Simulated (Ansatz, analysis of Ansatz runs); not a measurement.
## Ni2P2O7 (C2/m): a line between two Ni sites for an added electron

Aim: the energy barrier that a trapped electron meets when it moves from one Ni atom to another one nearby in Ni2P2O7 (C2/m). The model is a cell of 88 host atoms.

Calculated with Ansatz 0.2.0; plane-wave PAW DFT, PBEsol+U; relaxation of all atoms of a supercell at fixed charge in a uniform background; PAW set soft_1.

### 1. The starting structure

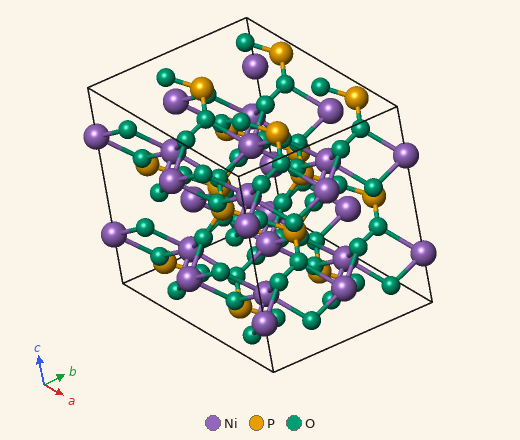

The cell as given, slightly off an axis (nickel purple, phosphorus orange, oxygen teal). Bonds to atoms that aren't drawn are left out. Some periodic images of atoms are drawn too.

The cell holds 88 atoms: 16 Ni, 16 P and 56 O. Its edges and angles: a = 10.450 Å, b = 10.450 Å, c = 8.936 Å, α = 97.7°, β = 97.7°, γ = 104.3°. It derives from Ni2P2O7 (space group C2/m). Nearest the centre at fractional (0.343, 0.657, 0.000): O31 at 1.91 Å, O41 at 1.91 Å, O39 at 2.05 Å, O29 at 2.05 Å, Ni35 at 2.23 Å, Ni24 at 2.23 Å, P37 at 2.32 Å, P25 at 2.32 Å.

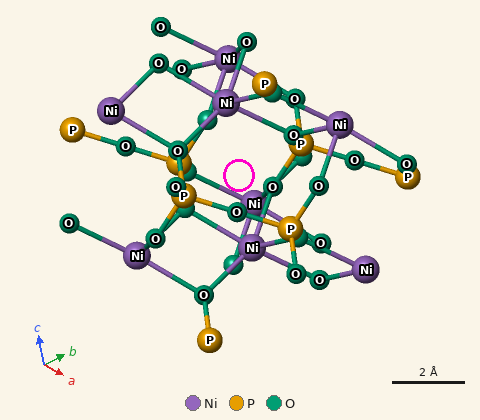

The atoms within 5 Å of the centre. A ring marks the centre wherever it is empty.

Hubbard terms: Ni d 5.0 eV. They were chosen, not fitted, to curb self-interaction in the shells named, the trial site's among them. The two sites are Ni24 and Ni35. The cell's shortest repeat is 8.9 Å. The host's moments were started antiferromagnetic in the unit cell, high spin; both sites carry the same spin direction.

### 2. The cell without the carrier

The neutral cell is relaxed first, from small random displacements, so that bond lengths and moments with the carrier can be set beside those of a relaxed cell without it.

Contents of neutral.relax/input.yaml:

```yaml
crystal:
  lattice:
    - [6.41278138, -8.25047767, 0.00100909]
    - [6.41278138, 8.25047767, 0.00100909]
    - [-1.95584229, 0.0, 8.71927883]
  atoms:
    - { symbol: Ni, position: [0.156728, 0.343272, 0.25], spin: 2.0 }
    - { symbol: Ni, position: [0.343272, 0.156728, 0.25], spin: -2.0 }
    - { symbol: P, position: [0.388854, 0.388854, 0.046492] }
    - { symbol: P, position: [0.111146, 0.111146, 0.453508] }
    - { symbol: O, position: [0.0, 0.0, 0.0] }
    - { symbol: O, position: [0.309124, 0.309124, 0.390703] }
    - { symbol: O, position: [0.190876, 0.190876, 0.109297] }
    - { symbol: O, position: [0.193302, 0.037775, 0.361106] }
    - { symbol: O, position: [0.462225, 0.306698, 0.138894] }
    - { symbol: O, position: [0.306698, 0.462225, 0.138894] }
    - { symbol: O, position: [0.037775, 0.193302, 0.361106] }
    - { symbol: Ni, position: [0.156728, 0.343272, 0.75], spin: 2.0 }
    - { symbol: Ni, position: [0.343272, 0.156728, 0.75], spin: -2.0 }
    - { symbol: P, position: [0.388854, 0.388854, 0.546492] }
    - { symbol: P, position: [0.111146, 0.111146, 0.953508] }
    - { symbol: O, position: [0.0, 0.0, 0.5] }
    - { symbol: O, position: [0.309124, 0.309124, 0.890703] }
    - { symbol: O, position: [0.190876, 0.190876, 0.609297] }
    - { symbol: O, position: [0.193302, 0.037775, 0.861106] }
    - { symbol: O, position: [0.462225, 0.306698, 0.638894] }
    - { symbol: O, position: [0.306698, 0.462225, 0.638894] }
    - { symbol: O, position: [0.037775, 0.193302, 0.861106] }
    - { symbol: Ni, position: [0.156728, 0.843272, 0.25], spin: 2.0 }
    - { symbol: Ni, position: [0.343272, 0.656728, 0.25], spin: -2.0 }
    - { symbol: P, position: [0.388854, 0.888854, 0.046492] }
    - { symbol: P, position: [0.111146, 0.611146, 0.453508] }
    - { symbol: O, position: [0.0, 0.5, 0.0] }
    - { symbol: O, position: [0.309124, 0.809124, 0.390703] }
    - { symbol: O, position: [0.190876, 0.690876, 0.109297] }
    - { symbol: O, position: [0.193302, 0.537775, 0.361106] }
    - { symbol: O, position: [0.462225, 0.806698, 0.138894] }
    - { symbol: O, position: [0.306698, 0.962225, 0.138894] }
    - { symbol: O, position: [0.037775, 0.693302, 0.361106] }
    - { symbol: Ni, position: [0.156728, 0.843272, 0.75], spin: 2.0 }
    - { symbol: Ni, position: [0.343272, 0.656728, 0.75], spin: -2.0 }
    - { symbol: P, position: [0.388854, 0.888854, 0.546492] }
    - { symbol: P, position: [0.111146, 0.611146, 0.953508] }
    - { symbol: O, position: [0.0, 0.5, 0.5] }
    - { symbol: O, position: [0.309124, 0.809124, 0.890703] }
    - { symbol: O, position: [0.190876, 0.690876, 0.609297] }
    - { symbol: O, position: [0.193302, 0.537775, 0.861106] }
    - { symbol: O, position: [0.462225, 0.806698, 0.638894] }
    - { symbol: O, position: [0.306698, 0.962225, 0.638894] }
    - { symbol: O, position: [0.037775, 0.693302, 0.861106] }
    - { symbol: Ni, position: [0.656728, 0.343272, 0.25], spin: 2.0 }
    - { symbol: Ni, position: [0.843272, 0.156728, 0.25], spin: -2.0 }
    - { symbol: P, position: [0.888854, 0.388854, 0.046492] }
    - { symbol: P, position: [0.611146, 0.111146, 0.453508] }
    - { symbol: O, position: [0.5, 0.0, 0.0] }
    - { symbol: O, position: [0.809124, 0.309124, 0.390703] }
    - { symbol: O, position: [0.690876, 0.190876, 0.109297] }
    - { symbol: O, position: [0.693302, 0.037775, 0.361106] }
    - { symbol: O, position: [0.962225, 0.306698, 0.138894] }
    - { symbol: O, position: [0.806698, 0.462225, 0.138894] }
    - { symbol: O, position: [0.537775, 0.193302, 0.361106] }
    - { symbol: Ni, position: [0.656728, 0.343272, 0.75], spin: 2.0 }
    - { symbol: Ni, position: [0.843272, 0.156728, 0.75], spin: -2.0 }
    - { symbol: P, position: [0.888854, 0.388854, 0.546492] }
    - { symbol: P, position: [0.611146, 0.111146, 0.953508] }
    - { symbol: O, position: [0.5, 0.0, 0.5] }
    - { symbol: O, position: [0.809124, 0.309124, 0.890703] }
    - { symbol: O, position: [0.690876, 0.190876, 0.609297] }
    - { symbol: O, position: [0.693302, 0.037775, 0.861106] }
    - { symbol: O, position: [0.962225, 0.306698, 0.638894] }
    - { symbol: O, position: [0.806698, 0.462225, 0.638894] }
    - { symbol: O, position: [0.537775, 0.193302, 0.861106] }
    - { symbol: Ni, position: [0.656728, 0.843272, 0.25], spin: 2.0 }
    - { symbol: Ni, position: [0.843272, 0.656728, 0.25], spin: -2.0 }
    - { symbol: P, position: [0.888854, 0.888854, 0.046492] }
    - { symbol: P, position: [0.611146, 0.611146, 0.453508] }
    - { symbol: O, position: [0.5, 0.5, 0.0] }
    - { symbol: O, position: [0.809124, 0.809124, 0.390703] }
    - { symbol: O, position: [0.690876, 0.690876, 0.109297] }
    - { symbol: O, position: [0.693302, 0.537775, 0.361106] }
    - { symbol: O, position: [0.962225, 0.806698, 0.138894] }
    - { symbol: O, position: [0.806698, 0.962225, 0.138894] }
    - { symbol: O, position: [0.537775, 0.693302, 0.361106] }
    - { symbol: Ni, position: [0.656728, 0.843272, 0.75], spin: 2.0 }
    - { symbol: Ni, position: [0.843272, 0.656728, 0.75], spin: -2.0 }
    - { symbol: P, position: [0.888854, 0.888854, 0.546492] }
    - { symbol: P, position: [0.611146, 0.611146, 0.953508] }
    - { symbol: O, position: [0.5, 0.5, 0.5] }
    - { symbol: O, position: [0.809124, 0.809124, 0.890703] }
    - { symbol: O, position: [0.690876, 0.690876, 0.609297] }
    - { symbol: O, position: [0.693302, 0.537775, 0.861106] }
    - { symbol: O, position: [0.962225, 0.806698, 0.638894] }
    - { symbol: O, position: [0.806698, 0.962225, 0.638894] }
    - { symbol: O, position: [0.537775, 0.693302, 0.861106] }
basis:
  ecutwfc: 420
  xc_grid: 2
hamiltonian:
  xc: pbesol
  hubbard:
    sites: [{ species: Ni, l: d, u_eff: 5.0 }]
    projectors: ortho-atomic
  pseudopotentials: { kind: paw, azcp: { folder: soft_1 }, xc_functional: pbe }
kpoints:
  mp_grid: { grid: [1, 1, 1] }
magnetization:
  spin_polarized: true
  initial_magnetization: 0
  spin_locking: { lock_magnetization: hard }
scf:
  occupations: { method: fermi_dirac, width: 0.01 }
  max_iter: 120
  lower_state_search: "off"
output:
  forces: true
relax:
  f_tol: 0.02
  max_steps: 70
  random_displacement: { amplitude: 0.04, seed: 2515 }
checkpoint:
  write: "../neutral.relax.run"
  compress: false
  write_wavefunctions: true
  write_every: 100000
```

Run with:

```bash
> ansatz run input.yaml --threads 8 --pin off --max-ram 18841MiB --backend cpu --events-out ev --progress --plain --runs-dir out
```

Numbers of over 12 decimals in the logs are rounded to 6 here.

What it wrote:

```text
[... repeated set-up lines and file paths are left out, and long positions are rounded to six places ...]
Engine: ansatz 0.2.0, aarch64-unknown-linux-gnu
Pseudopotentials: kind: paw
Pseudopotential: Ni, paw, valence charge 18, recommended cutoff 420 eV (normal), soft_1/Ni.paw.azcp
Pseudopotential: P, paw, valence charge 5, recommended cutoff 420 eV (normal), soft_1/P.paw.azcp
Pseudopotential: O, paw, valence charge 6, recommended cutoff 420 eV (normal), soft_1/O.paw.azcp
Functional definition: PBEsol
  exchange = pbesol_x
  correlation = pbesol_c
Crystal: 88 atoms, lattice volume = 922.681 Å³
Basis set: ecut = 420 eV, 18077 PW (Γ), exchange–correlation on 144×144×120 points (8 copies of the dense FFT grid, shifted against one another)
Bands: 440, of which v1, the nominal top of the filled ones, is band 352 counted from 1 (351 counted from 0)
Symmetry: 1 space group operations
k-points: 1
Non-local potential: Ni, projectors of the file, l = 0: 3, l = 1: 2, l = 2: 3, l = 3: 1
Non-local potential: P, projectors of the file, l = 0: 2, l = 1: 2, l = 2: 1
Non-local potential: O, projectors of the file, l = 0: 2, l = 1: 2, l = 2: 1
PAW form: soft (Blöchl's): semilocal exchange-correlation on the pseudo side does not see the compensation charge
PAW frozen core: Ni, regenerated for the run's functional, and the local potential with it (the file was generated under x = pbe(κ = 0.804, μ = 0.219515), c = pbe(β = 0.066725))
PAW frozen core: P, regenerated for the run's functional, and the local potential with it (the file was generated under x = pbe(κ = 0.804, μ = 0.219515), c = pbe(β = 0.066725))
[...]
atom  35  Ni    -0.00212862     0.00263621     0.00100616
  [... 1 atom left out ...]
  atom  37  P     -0.00237485     0.00442076     0.00209642
  [... 1 atom left out ...]
  atom  39  O     -0.00094060    -0.00362211    -0.00241123
  [... 1 atom left out ...]
  atom  41  O      0.00161200    -0.00241989    -0.00084270
  [... 46 atoms left out ...]
  atom  88  O     -0.00107865    -0.00057859    -0.00142183
  max |Σ_I F_I| component: 6.36e-5 eV/Å
--- Band table (eV) ---
  k-point 0 ↑: bands = ["-96.5153", "-96.5140", "-96.5135", "-96.5128", [... 432 left out ...] "17.3867", "17.3875", "17.6821", "17.6825"]
  k-point 0 ↓: bands = ["-96.5170", "-96.5160", "-96.5157", "-96.5134", [... 432 left out ...] "17.3868", "17.3875", "17.6822", "17.6828"]
Occupation matrices written to <dir>
--- Relaxed structure (5 steps of the walk, 5 accepted, 0 SCFs on fresh bases) ---
  F+E_penalty+E_count = -136117.69803391 eV   max|allowed force component| = 7.997e-3 eV/Å
  atoms:
    - { symbol: Ni, position: [0.157320, 0.343424, 0.249911] }
    - { symbol: Ni, position: [0.344046, 0.156639, 0.249856] }
    [... 7 atoms left out ...]
    - { symbol: O, position: [0.307854, 0.462364, 0.138483] }
    [... 13 atoms left out ...]
    - { symbol: Ni, position: [0.343986, 0.656633, 0.249907] }
    - { symbol: P, position: [0.389444, 0.888691, 0.046238] }
    [... 3 atoms left out ...]
    - { symbol: O, position: [0.191218, 0.690617, 0.109140] }
    [... 1 atom left out ...]
    - { symbol: O, position: [0.462610, 0.806568, 0.138719] }
    [... 3 atoms left out ...]
    - { symbol: Ni, position: [0.343880, 0.656393, 0.749889] }
    [... 1 atom left out ...]
    - { symbol: P, position: [0.111553, 0.611083, 0.953475] }
    [... 1 atom left out ...]
    - { symbol: O, position: [0.309672, 0.808968, 0.890703] }
    [... 1 atom left out ...]
    - { symbol: O, position: [0.193461, 0.537581, 0.861106] }
    [... 46 atoms left out ...]
    - { symbol: O, position: [0.538371, 0.692931, 0.861041] }
[key lines of the parts left out:]
SCF converged after 4 iterations
Magnetization: 0.0000 μB (352.0000 up, 352.0000 down)
Free energy (F): -136117.698034 eV
Fermi energy:    8.495904 (↑ 8.495518, ↓ 8.496325) eV
```

Wall time 97 s (8 threads of Arm Neoverse V1, shared host); peak memory 2.6 GiB.

The largest displacement from an ideal site is 0.021 Å.

(Part 1 of 3 ends here.)

[Logs are printed without paths, hosts, clocks, repeated set-up lines and the standing remarks that a program may print on its own settings, such as how far it seeks lower states.]

[Hosts, paths, dates, database ids (printed as entryN), source tags and the programs' standing remarks are cut or masked in the printed files.]
